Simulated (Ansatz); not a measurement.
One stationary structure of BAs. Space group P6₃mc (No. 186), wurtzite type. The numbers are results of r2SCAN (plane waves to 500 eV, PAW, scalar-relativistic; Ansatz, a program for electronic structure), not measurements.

```cif
data_As2B2
_chemical_formula_sum 'B2 As2'
_space_group_name_H-M_alt 'P63mc'
_space_group_IT_number 186
_space_group_name_Hall 'P 6c -2c'
_cell_length_a 3.36549
_cell_length_b 3.36549
_cell_length_c 5.57555
_cell_angle_alpha 90.000
_cell_angle_beta 90.000
_cell_angle_gamma 120.000
loop_
_atom_site_label
_atom_site_type_symbol
_atom_site_symmetry_multiplicity
_atom_site_Wyckoff_symbol
_atom_site_fract_x
_atom_site_fract_y
_atom_site_fract_z
_atom_site_occupancy
B1 B 2 b 0.33333 0.66667 0.49967 1
As1 As 2 b 0.33333 0.66667 0.12553 1
```

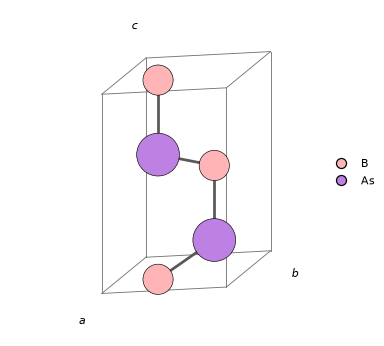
*The conventional cell of the relaxed structure*

```yaml
volume_per_atom: 13.67 Å³
density: 5.21 g/cm³
band_gap: 1.33 eV, indirect (valence top at Γ, conduction bottom at M) (no spin-orbit coupling)
smallest_direct_gap: 2.43 eV at Γ
shortest_distances: As–B 2.07 Å; B–B 3.37 Å; As–As 3.37 Å
k-mesh: 11×11×6
```

No spin polarisation in the result.

The run could not lose the symmetry of its start.

The first start was generated by placing the elements on the sites of a structure type. Materials Project lists a structure of BAs in the same space group, P6₃mc (No. 186); the sites were not compared with it, nor with measured phases. Known forms of BAs include space group No. 216.
